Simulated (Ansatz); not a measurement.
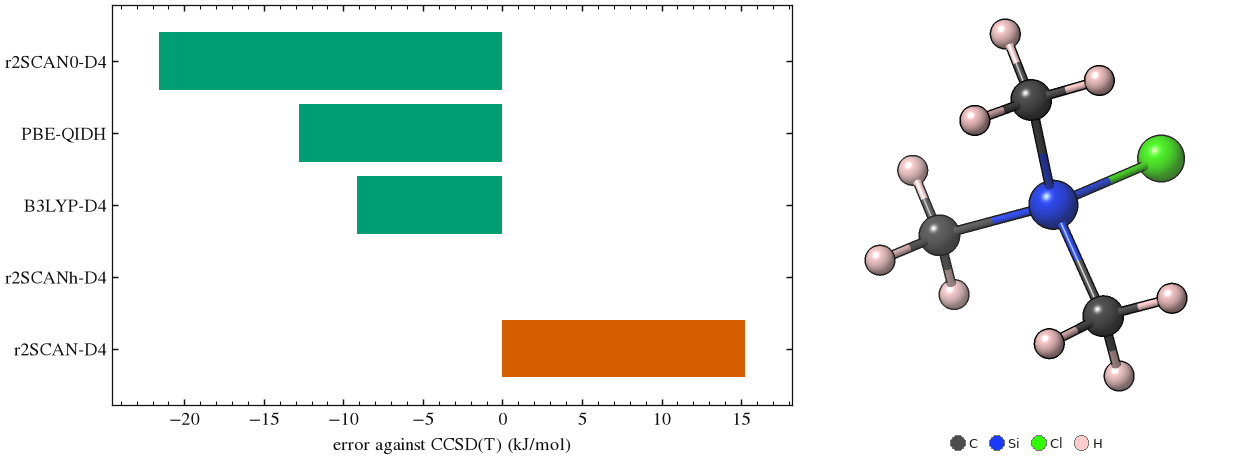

Error in the electronic atomisation energy (method less reference, so positive means overbinding) of C₃H₉ClSi, SMILES C[Si](C)(C)Cl: functionals in def2-TZVPP against frozen-core CCSD(T) at the limit (MP2 extrapolated from triple and quadruple zeta, plus CCSD(T) less MP2 in a smaller set), which gives 5269.1 kJ/mol, at a PBE0-D4/def2-TZVP geometry (a minimum by its frequencies), no zero-point or spin-orbit term, the Ansatz code 0.2.0. The reference leaves out core correlation, a term that grows with the number of heavy atoms. PBE-QIDH holds a correlation term that converges slowly with the basis, so part of the distance to the limit is basis error. No dispersion term is added to PBE-QIDH.

**Which of these levels overbind, and which underbind?**

Overbind: none clearly. Underbind: none clearly. Within 25 kJ/mol of zero, too close to call in view of what the reference leaves out: r2SCAN0-D4, PBE-QIDH, B3LYP-D4, r2SCANh-D4 and r2SCAN-D4.

**Give the values.**

```csv
level,kJ/mol
r2SCAN0-D4,−21.6
PBE-QIDH,−12.8
B3LYP-D4,−9.1
r2SCANh-D4,0.0
r2SCAN-D4,15.2
```
